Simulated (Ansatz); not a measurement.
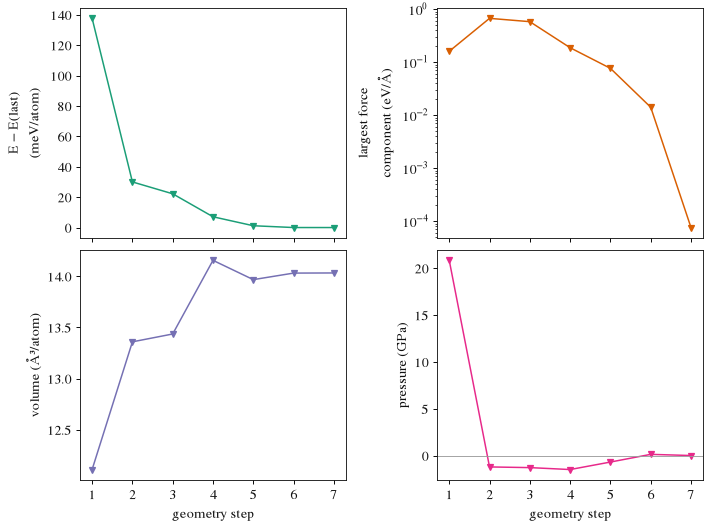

History of a geometry optimisation. Atoms and cell relax. A closing SCF on a freshly chosen basis isn't drawn.

```
crystal:
  lattice:
    - [0.0, 3.605299, 0.0]
    - [3.605299, 0.0, 0.0]
    - [1.80265, 1.80265, -4.65841237]
  atoms:
    - { symbol: B, position: [0.375, 0.375, 0.25] }
    - { symbol: B, position: [0.625, 0.625, 0.75] }
    - { symbol: Er, position: [0.0, 0.0, 0.0] }
    - { symbol: Rh, position: [0.75, 0.25, 0.5] }
    - { symbol: Rh, position: [0.25, 0.75, 0.5] }
kpoints:
  mp_grid: { grid: [5, 5, 5], shift: [0, 0, 0] }
scf:
  occupations: { method: fermi_dirac, width: 0.0326 }
hamiltonian:
  pseudopotentials: { kind: paw }
  xc: r2scan
  hubbard: { projectors: atomic, sites: [{ species: Er, l: f, u_eff: 3.35 }] }
basis:
  ecutwfc: 500
output:
  forces: true
  stress: true
  eigenvalues: true
relax:
  max_steps: 40
  cell: {}
```

Command:
```bash
ansatz run input.yaml --threads 1 --pin off --max-ram 2560MiB --backend cpu --events-out ev --progress --plain --runs-dir out
```

Question: How did it end, and what did it gain?

Answer: The optimisation met its thresholds at geometry 7, counting the start as the first. The energy fell by about 140 meV/atom from the first step to the last. The largest force component goes from about 0.16 eV/Å at the start to 8 × 10⁻⁵ eV/Å at the end, with a peak of 0.67 eV/Å at step 2.

Question: Was the starting cell too large or too small?

Answer: The volume grows from 12.1 to 14.0 Å³ per atom (+16 %), as the pressure goes from 21 GPa to about 0 GPa. The start was compressed.

Question: By which step was nine tenths of the energy gained?

Answer: By step 4 of 7.

Question: Is anything amiss with this input?

Answer: Its settings were drawn outside the usual range, so the numbers aren't converged properties of the system.
